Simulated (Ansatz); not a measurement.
## How methods differ on BHO2 (oxoborinic acid)

BHO2 has 4 atoms, charge 0, and is taken as a singlet. SMILES: `O=BO`. The shape is that of a PBE0-D4/def2-TZVP optimisation.

```xyz
4

O    -1.5551    0.5235    0.4285
B    -0.4239    0.1320    0.2486
O     0.8167   -0.3020    0.1086
H     1.1623   -0.3535   -0.7857
```

Each level gives the energy change with the B2–O3 bond stretched from 1.322 to 1.652 Å (eV). The values are calculated.

```tsv
level	kind	program	value (eV)	less FCI/STO-3G
SVWN5/STO-3G (restricted)	LDA	Ansatz	1.57	+0.38
PBE/STO-3G (restricted)	GGA	Ansatz	1.34	+0.15
r2SCAN/STO-3G (restricted)	meta-GGA	Ansatz	1.47	+0.28
PBE0/STO-3G (restricted)	global hybrid	Ansatz	1.51	+0.32
HSE06/STO-3G (restricted)	range-separated hybrid	Ansatz	1.51	+0.32
B2PLYP/STO-3G (restricted)	double hybrid	Ansatz	1.42	+0.23
RPA@PBE/STO-3G (restricted)	RPA	Ansatz	1.12	-0.07
CCSD(T)/STO-3G (restricted)	coupled cluster or CI	Ansatz	1.21	+0.02
CCSDT(Q)/STO-3G (restricted)	coupled cluster or CI	Ansatz	1.19	0.00
FCI/STO-3G	exact in the basis	Ansatz	1.19	0.00
```

FCI/STO-3G is exact within its basis and frozen core, so for wave-function methods in that basis the difference is their error; functionals converge differently with the basis, so for them it is only a difference. The first shape isn't each level's own minimum. The values span 1.12 to 1.57 eV. All rows use very small basis sets, so none should be taken for the real molecule's value.

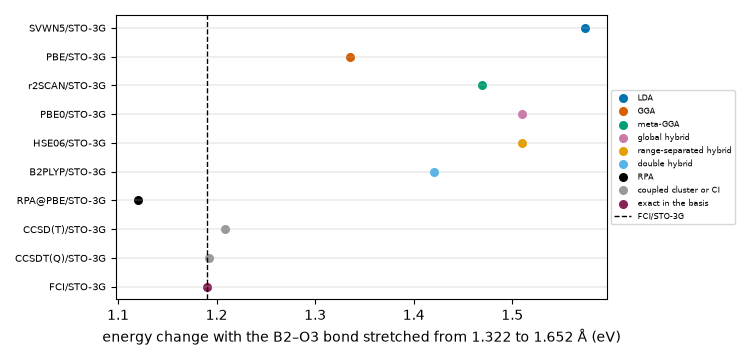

The values of the table, level by level.
